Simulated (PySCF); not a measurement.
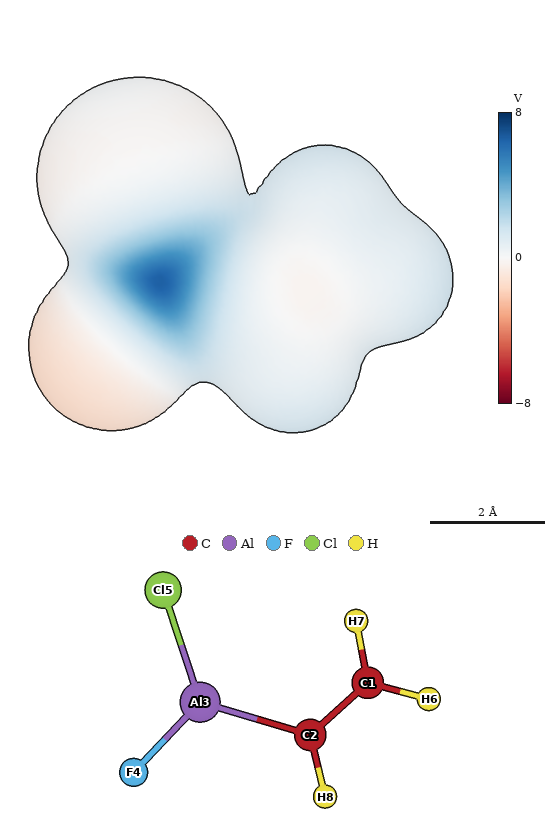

Figure. C2H3AlClF (SMILES C=[CH][Al]([F])[Cl]). The molecular electrostatic potential painted on the density surface at 0.004 e/bohr³, seen across its widest extent; red is negative and blue positive. The bare structure is drawn below in the same view.

Geometry: GFN2-xTB.

Computed with PySCF, CAM-B3LYP/def2-SVPD, SCF density, gas phase.

```xyz
8

C    -1.4273    0.0329    0.1602
C    -0.3384   -0.5882   -0.2832
Al    1.4529    0.1979   -0.0466
F     2.7326   -0.6662   -0.6431
Cl    1.8322    1.9684    0.8639
H    -2.4229   -0.3751    0.0444
H    -1.3677    0.9865    0.6643
H    -0.4524   -1.5468   -0.7845
```

> Which sites attract a positive test charge, and which a negative one?

A positive charge is drawn to the negative regions and a negative charge to the positive ones. The most negative region (about −1.4 V) lies over F4, the most positive (about +6.1 V) over Al3.
